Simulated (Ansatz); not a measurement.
Partial pair distribution functions of a relaxed model of amorphous Ta₁₆O₄₂Zr, broadened by 0.06 Å; density 6.72 g/cm³. All values below come from PBE, scalar-relativistic without spin-orbit coupling (plane waves to 420 eV, PAW; Ansatz, a program for electronic structure).

A CHGNet melt-quench gave the starting glass, which DFT then relaxed. O atoms were pushed apart under 1.9 Å during the dynamics, to hinder bonds among them. The hot cell started wider than the set density and was brought back towards it in steps. It is the lowest in DFT energy of 2 quenches. It is a model cell: composition and starting density were chosen by hand, and all elements were melted together. No dispersion term was used. Its density started from a set value of 7.30 and ended at 6.72 g/cm³. The quench (nominally 360 K/ps over its main leg) was far faster than any real one, so the model tends to hold more defects than a real film. Values belong to this one cell and scatter from quench to quench. The volume was free in the relaxation, at fixed shape. Stress components on the final sampling reach 3.8 GPa. Cycles of charging lowered its energy after that relaxation.

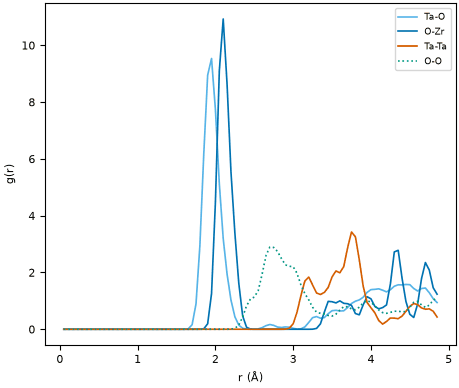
Figure. Partial pair distribution functions

Highest peaks under 4.5 Å: Ta-O near 1.95 Å, O-Zr near 2.10 Å, Ta-Ta near 3.75 Å, O-O near 2.70 Å; pairs of few atoms are noisy.

Within 2.38 Å each Ta has 5.44 O neighbours on average.
